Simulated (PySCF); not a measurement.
**In₂Te: a ladder of methods**

Aim: at the PBE0 minimum of singlet In₂Te, found before, compare methods on energies and levels.

The runs use PySCF 2.14.0; several methods, basis Te def2-TZVP with ECP28, In def2-TZVP with ECP28, scalar-relativistic core potentials, no spin–orbit coupling, density fitting.

**1. The starting structure**

3 atoms, charge 0, spin multiplicity 1.

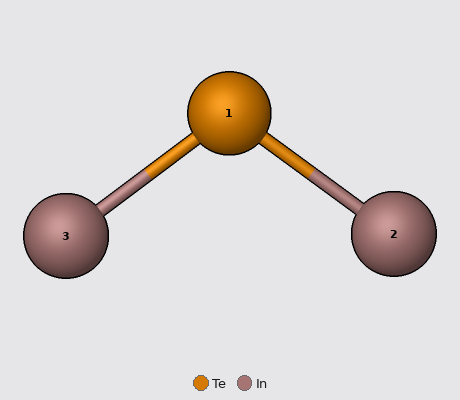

Start geometry, drawn with tellurium orange, indium brown; atoms are numbered from 1 in the order of the file.

Coordinates in bohr (charge 0 multiplicity 1):
```
Te    2.0095    0.0181    0.0000
In   -1.1323   -0.0102    4.2361
In   -1.1323   -0.0102   -4.2361
```

**2. PBE0**

One driver script runs all steps and calls PySCF; scf.py shows the equivalent input of each level. Each SCF starts from the density of the minimum. The driver also runs the species with one electron less or more at the same geometry (one less: multiplicity 2, one more: multiplicity 2); their logs are not shown.

Input file scf.py:

```python
from pyscf import gto, scf, dft
mol = gto.M(atom='''
Te     1.063367     0.009591     0.000000
In    -0.599164    -0.005404     2.241657
In    -0.599164    -0.005404    -2.241657''',
    basis={'Te': 'def2-TZVP', 'In': 'def2-TZVP'},
    ecp={'Te': 'def2-TZVP', 'In': 'def2-TZVP'},
    charge=0, spin=0)
mf = dft.RKS(mol, xc='PBE0')
mf.grids.atom_grid = (99, 590)
aux = {'Te': 'def2-universal-JKFIT', 'In': 'def2-universal-JKFIT'}
mf = mf.density_fit(auxbasis=aux)
mf.kernel()
```

The log of the run:

```text
init E= -648.428687313998
  HOMO = -0.211925441241  LUMO = -0.0746481463056528  gap/eV = 3.73551
cycle= 1 E= -648.428687402931  delta_E= -8.89e-08  |g|= 5.66e-05  |ddm|= 0.000708
  HOMO = -0.211924520218222  LUMO = -0.0746475723183648  gap/eV = 3.73550
cycle= 2 E= -648.428687403293  delta_E= -3.62e-10  |g|= 2.82e-05  |ddm|= 5.45e-05
  HOMO = -0.211925542044554  LUMO = -0.0746488059991517  gap/eV = 3.73549
Extra cycle  E= -648.428687403205  delta_E= 8.8e-11  |g|= 3.41e-05  |ddm|= 5.27e-05
converged SCF energy = -648.428687403205
```

This level, with the species of one electron less or more, ran for 8.1 s (4 threads, shared host).

* energy: -648.428687 Eh
* one electron less (charge +1): -648.158218 Eh (doublet, ⟨S²⟩ 0.76)
* one electron more (charge -1): -648.455650 Eh (doublet, ⟨S²⟩ 0.76)
* Mulliken charge of Te1: -0.57 e

**3. HF**

Changes to scf.py since step 2:

```diff
@@ -9,2 +9 @@
-mf = dft.RKS(mol, xc='PBE0')
-mf.grids.atom_grid = (99, 590)
+mf = scf.RHF(mol)
```

The log of the run, shortened:

```text
[... the frontier levels of the middle cycles are left out ...]
init E= -645.525386028969
  HOMO = -0.257437434415698  LUMO = 0.0130845333546841  gap/eV = 7.36128
cycle= 1 E= -645.548736995107  delta_E= -0.0234  |g|= 0.0766  |ddm|= 1.13
  HOMO = -0.265972940909655  LUMO = 0.00738291768409827  gap/eV = 7.43839
cycle= 2 E= -645.5508450671  delta_E= -0.00211  |g|= 0.0254  |ddm|= 0.352
  HOMO = -0.268965720011034  LUMO = 0.00640257591193016  gap/eV = 7.49315
cycle= 3 E= -645.551157158264  delta_E= -0.000312  |g|= 0.0125  |ddm|= 0.0744
cycle= 4 E= -645.551241191996  delta_E= -8.4e-05  |g|= 0.00335  |ddm|= 0.0509
cycle= 5 E= -645.551252924247  delta_E= -1.17e-05  |g|= 0.00164  |ddm|= 0.0145
cycle= 6 E= -645.551256860631  delta_E= -3.94e-06  |g|= 0.000424  |ddm|= 0.0086
cycle= 7 E= -645.551257200381  delta_E= -3.4e-07  |g|= 0.000163  |ddm|= 0.00197
cycle= 8 E= -645.551257226683  delta_E= -2.63e-08  |g|= 3.9e-05  |ddm|= 0.000551
cycle= 9 E= -645.551257228756  delta_E= -2.07e-09  |g|= 1.68e-05  |ddm|= 0.000169
cycle= 10 E= -645.551257229069  delta_E= -3.13e-10  |g|= 6.69e-06  |ddm|= 5.79e-05
  HOMO = -0.270366780451826  LUMO = 0.00563696641271338  gap/eV = 7.51044
Extra cycle  E= -645.551257229121  delta_E= -5.16e-11  |g|= 3.53e-06  |ddm|= 1.85e-05
converged SCF energy = -645.551257229121
```

This level, with the species of one electron less or more, took 5.4 s.

```
energy                        : -645.551257 Eh
one electron less (charge +1) : -645.309065 Eh (doublet, ⟨S²⟩ 0.87)
one electron more (charge -1) : -645.555436 Eh (doublet, ⟨S²⟩ 0.79)
Mulliken charge of Te1        : -0.72 e
```

**4. MP2**

Changes to scf.py since step 3:

```diff
@@ -12,0 +13,2 @@
+from pyscf.mp import dfmp2
+dfmp2.DFMP2(mf, frozen=12).kernel()  # the driver gives MP2 a fitting basis of its own (RI)
```

The log of the run, shortened:

```text
[... the frontier levels of the middle cycles are left out ...]
init E= -645.525386028969
  HOMO = -0.257437434415698  LUMO = 0.0130845333546787  gap/eV = 7.36128
cycle= 1 E= -645.548736995106  delta_E= -0.0234  |g|= 0.0766  |ddm|= 1.13
  HOMO = -0.265972940909657  LUMO = 0.00738291768410004  gap/eV = 7.43839
cycle= 2 E= -645.5508450671  delta_E= -0.00211  |g|= 0.0254  |ddm|= 0.352
  HOMO = -0.268965720011024  LUMO = 0.0064025759119346  gap/eV = 7.49315
cycle= 3 E= -645.551157158265  delta_E= -0.000312  |g|= 0.0125  |ddm|= 0.0744
cycle= 4 E= -645.551241191998  delta_E= -8.4e-05  |g|= 0.00335  |ddm|= 0.0509
cycle= 5 E= -645.551252924246  delta_E= -1.17e-05  |g|= 0.00164  |ddm|= 0.0145
cycle= 6 E= -645.551256860632  delta_E= -3.94e-06  |g|= 0.000424  |ddm|= 0.0086
cycle= 7 E= -645.551257200379  delta_E= -3.4e-07  |g|= 0.000163  |ddm|= 0.00197
cycle= 8 E= -645.551257226682  delta_E= -2.63e-08  |g|= 3.9e-05  |ddm|= 0.000551
cycle= 9 E= -645.551257228755  delta_E= -2.07e-09  |g|= 1.68e-05  |ddm|= 0.000169
cycle= 10 E= -645.55125722907  delta_E= -3.15e-10  |g|= 6.69e-06  |ddm|= 5.79e-05
  HOMO = -0.270366780451829  LUMO = 0.00563696641271427  gap/eV = 7.51044
Extra cycle  E= -645.55125722912  delta_E= -5.02e-11  |g|= 3.53e-06  |ddm|= 1.85e-05
converged SCF energy = -645.55125722912
```

This level, with the species of one electron less or more, took 6.7 s.

```
energy                                                              : -646.545477 Eh
one electron less (charge +1)                                       : -646.269386 Eh (doublet, ⟨S²⟩ 0.87)
one electron more (charge -1)                                       : -646.566251 Eh (doublet, ⟨S²⟩ 0.79)
MP2 correlation in its own fitting basis (same spin, opposite spin) : -0.99422 Eh (-0.35861, -0.63561)
```

**5. PBE**

Changes to scf.py since step 4:

```diff
@@ -9 +9,2 @@
-mf = scf.RHF(mol)
+mf = dft.RKS(mol, xc='PBE')
+mf.grids.atom_grid = (99, 590)
@@ -13,2 +13,0 @@
-from pyscf.mp import dfmp2
-dfmp2.DFMP2(mf, frozen=12).kernel()  # the driver gives MP2 a fitting basis of its own (RI)
```

The log of the run, shortened:

```text
[... the frontier levels of the middle cycles are left out ...]
init E= -648.418251765178
  HOMO = -0.182573896318578  LUMO = -0.0974210283880907  gap/eV = 2.31713
cycle= 1 E= -648.420547549663  delta_E= -0.0023  |g|= 0.0654  |ddm|= 0.52
  HOMO = -0.189570450800126  LUMO = -0.0971467480586945  gap/eV = 2.51498
cycle= 2 E= -648.416393252975  delta_E= 0.00415  |g|= 0.119  |ddm|= 0.287
  HOMO = -0.183146427142897  LUMO = -0.0966304012001018  gap/eV = 2.35422
cycle= 3 E= -648.421255901151  delta_E= -0.00486  |g|= 0.038  |ddm|= 0.228
cycle= 4 E= -648.421676048579  delta_E= -0.00042  |g|= 0.00195  |ddm|= 0.0591
cycle= 5 E= -648.421677127699  delta_E= -1.08e-06  |g|= 0.000953  |ddm|= 0.00565
cycle= 6 E= -648.421677364944  delta_E= -2.37e-07  |g|= 0.000359  |ddm|= 0.00134
cycle= 7 E= -648.421677410558  delta_E= -4.56e-08  |g|= 5.36e-05  |ddm|= 0.000614
cycle= 8 E= -648.421677411062  delta_E= -5.04e-10  |g|= 1.79e-05  |ddm|= 0.000104
  HOMO = -0.183965320264874  LUMO = -0.096570920366152  gap/eV = 2.37812
Extra cycle  E= -648.421677410632  delta_E= 4.29e-10  |g|= 3.83e-05  |ddm|= 7.54e-05
converged SCF energy = -648.421677410632
```

This level, with the species of one electron less or more, took 17 s.

| Quantity | Value |
| --- | --- |
| energy | -648.421677 Eh |
| one electron less (charge +1) | -648.152760 Eh (doublet, ⟨S²⟩ 0.75) |
| one electron more (charge -1) | -648.449430 Eh (doublet, ⟨S²⟩ 0.75) |
| Mulliken charge of Te1 | -0.51 e |

**6. r2SCAN**

Changes to scf.py since step 5:

```diff
@@ -9 +9 @@
-mf = dft.RKS(mol, xc='PBE')
+mf = dft.RKS(mol, xc='R2SCAN')
```

The log of the run, shortened:

```text
[... the frontier levels of the middle cycles are left out ...]
init E= -648.659018370119
  HOMO = -0.193306562740092  LUMO = -0.0936888212960039  gap/eV = 2.71074
cycle= 1 E= -648.660517342696  delta_E= -0.0015  |g|= 0.0168  |ddm|= 0.422
  HOMO = -0.19344280975362  LUMO = -0.0919489271731262  gap/eV = 2.76179
cycle= 2 E= -648.660080520419  delta_E= 0.000437  |g|= 0.0377  |ddm|= 0.0973
  HOMO = -0.192065275122051  LUMO = -0.0920263294683625  gap/eV = 2.72220
cycle= 3 E= -648.66063196766  delta_E= -0.000551  |g|= 0.00457  |ddm|= 0.0619
cycle= 4 E= -648.660634629627  delta_E= -2.66e-06  |g|= 0.000972  |ddm|= 0.00654
cycle= 5 E= -648.660634884923  delta_E= -2.55e-07  |g|= 0.000399  |ddm|= 0.0017
cycle= 6 E= -648.66063491067  delta_E= -2.57e-08  |g|= 0.000121  |ddm|= 0.000829
cycle= 7 E= -648.660634917819  delta_E= -7.15e-09  |g|= 1.68e-05  |ddm|= 0.000304
cycle= 8 E= -648.660634917904  delta_E= -8.48e-11  |g|= 5.18e-06  |ddm|= 8.67e-05
  HOMO = -0.192148863746708  LUMO = -0.0920503716563799  gap/eV = 2.72382
Extra cycle  E= -648.660634917897  delta_E= 7.05e-12  |g|= 6.37e-06  |ddm|= 2.28e-05
converged SCF energy = -648.660634917897
```

This level, with the species of one electron less or more, ran for 31 s (4 threads, shared host).

| Item | Value |
| --- | --- |
| energy | -648.660635 Eh |
| one electron less (charge +1) | -648.388828 Eh (doublet, ⟨S²⟩ 0.77) |
| one electron more (charge -1) | -648.691644 Eh (doublet, ⟨S²⟩ 0.76) |
| Mulliken charge of Te1 | -0.57 e |

**7. B3LYP**

Changes to scf.py since step 6:

```diff
@@ -9 +9 @@
-mf = dft.RKS(mol, xc='R2SCAN')
+mf = dft.RKS(mol, xc='B3LYP')
```

The log of the run, shortened:

```text
[... the frontier levels of the middle cycles are left out ...]
init E= -648.645206866697
  HOMO = -0.204885188067525  LUMO = -0.0809170551088316  gap/eV = 3.37334
cycle= 1 E= -648.646295063654  delta_E= -0.00109  |g|= 0.0137  |ddm|= 0.37
  HOMO = -0.207114161095034  LUMO = -0.0820583663415366  gap/eV = 3.40294
cycle= 2 E= -648.646283570448  delta_E= 1.15e-05  |g|= 0.0149  |ddm|= 0.0641
  HOMO = -0.20589175593644  LUMO = -0.0815268165550336  gap/eV = 3.38414
cycle= 3 E= -648.646333644789  delta_E= -5.01e-05  |g|= 0.00409  |ddm|= 0.0282
cycle= 4 E= -648.646337301831  delta_E= -3.66e-06  |g|= 0.0014  |ddm|= 0.008
cycle= 5 E= -648.646337898888  delta_E= -5.97e-07  |g|= 0.000574  |ddm|= 0.00278
cycle= 6 E= -648.646337990225  delta_E= -9.13e-08  |g|= 0.000107  |ddm|= 0.000674
cycle= 7 E= -648.646337994881  delta_E= -4.66e-09  |g|= 1.33e-05  |ddm|= 0.000233
cycle= 8 E= -648.646337994936  delta_E= -5.5e-11  |g|= 8.24e-06  |ddm|= 3.31e-05
  HOMO = -0.20607281677673  LUMO = -0.0815622108598539  gap/eV = 3.38811
Extra cycle  E= -648.646337994931  delta_E= 4.55e-12  |g|= 9.13e-06  |ddm|= 1.73e-05
converged SCF energy = -648.646337994931
```

This level, with the species of one electron less or more, took 17 s.

```
energy                        : -648.646338 Eh
one electron less (charge +1) : -648.374557 Eh (doublet, ⟨S²⟩ 0.76)
one electron more (charge -1) : -648.672988 Eh (doublet, ⟨S²⟩ 0.75)
Mulliken charge of Te1        : -0.55 e
```

**8. All levels side by side**

| level | atomisation energy (kJ/mol) | vertical ionisation energy (eV) | vertical electron affinity (eV) | −ε(HOMO) (eV) | gap (eV) | dipole (D) | wall time |
| --- | --- | --- | --- | --- | --- | --- | --- |
| PBE0 | 541 | 7.36 | 0.73 | 5.77 | 3.74 | 2.51 | 8.1 s |
| HF | 330 | 6.59 | 0.11 | 7.36 | 7.51 | 2.54 | 5.4 s |
| MP2 | 559 | 7.51 | 0.57 | – | – | – | 6.7 s |
| PBE | 561 | 7.32 | 0.76 | 5.01 | 2.38 | 2.35 | 17 s |
| r2SCAN | 550 | 7.40 | 0.84 | 5.23 | 2.72 | 2.39 | 31 s |
| B3LYP | 523 | 7.40 | 0.73 | 5.61 | 3.39 | 2.51 | 17 s |

Times are for 4 threads, shared host; PBE0 starts from its own converged density, so its time is not comparable. A dash stands where a species or a free atom was not run at that level, or the quantity is not defined.

Atomisation goes to high-spin atoms in their ground configurations, run at the same level, without zero-point energy.

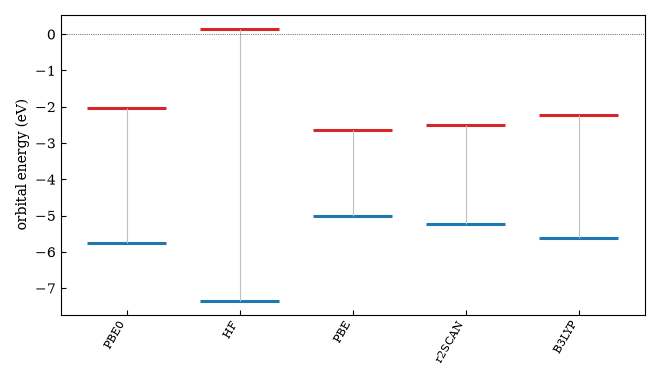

Highest occupied (blue) and lowest empty (red) levels by method.

**9. Results**

| quantity | value |
| --- | --- |
| atomisation energy, range | 330 (HF) to 561 (PBE) kJ/mol |
| vertical ionisation energy, range | 6.59 (HF) to 7.51 (MP2) eV |
| vertical electron affinity, range | 0.11 (HF) to 0.84 (r2SCAN) eV |
| orbital gap, range | 2.38 (PBE) to 7.51 (HF) eV |

**Reading.** The atomisation energy spreads over 231 kJ/mol, from HF to PBE; without a CCSD(T) value for it there is no yardstick here. Without diffuse functions electron affinities tend to come out too low.  Spin–orbit coupling is left out.
